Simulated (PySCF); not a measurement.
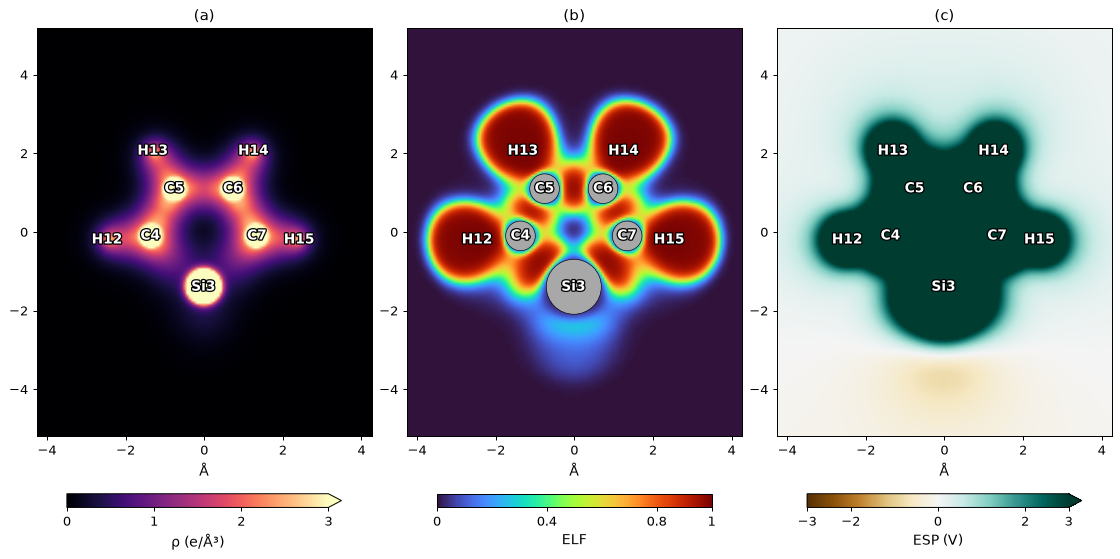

*C4H8OSi2. (a) total electron density; (b) ELF; (c) molecular electrostatic potential on the plane of atoms C7, C6 and H14. Grey discs cover the atomic cores in the ELF map.*

Geometry: PBE0-D3(BJ)/def2-SVP.

Level of theory: PBE0/pcSseg-1, SCF density, gas phase, non-relativistic (PySCF 2.14.0).

```xyz
15

Si    2.6625   -0.5714    0.1660
O     1.6086    0.3347   -0.7423
Si    0.0028    0.7423   -0.8520
C    -1.1796   -0.6966   -1.0709
C    -2.0542   -0.6352   -0.0471
C    -1.8491    0.4463    0.9530
C    -0.8048    1.2753    0.7546
H     1.9362   -1.2825    1.2620
H     3.6944    0.3266    0.7612
H     3.3320   -1.5731   -0.7134
H    -0.1020    1.7620   -1.9336
H    -1.2524   -1.4501   -1.8578
H    -2.8929   -1.3296    0.0785
H    -2.5408    0.5324    1.7988
H    -0.5796    2.1034    1.4297
```

Q: Read the bonding off the picture.

A: The plane passes through Si, C and H nuclei. C–C (1.35 Å): the density is about 2.2 e/Å³ at the midpoint; the ELF peaks at about 0.90 between the atoms: a covalent bond. C–Si (1.88 Å): the density is about 0.95 e/Å³ at the midpoint; the ELF peaks at about 0.95 between the atoms, as expected for a covalent bond. C–H (1.09 Å): the density is about 2 e/Å³ at the midpoint; the ELF climbs to about 1 towards the hydrogen, as it does in any bond to H (a covalent bond by its length). C–C (1.49 Å): ρ is about 1.8 e/Å³ halfway; the ELF peaks at about 0.95 between the atoms, as expected for a shared electron pair. Outside the dense part of the molecule the potential is most negative (−0.8 V) near O2, which lies off the plane.
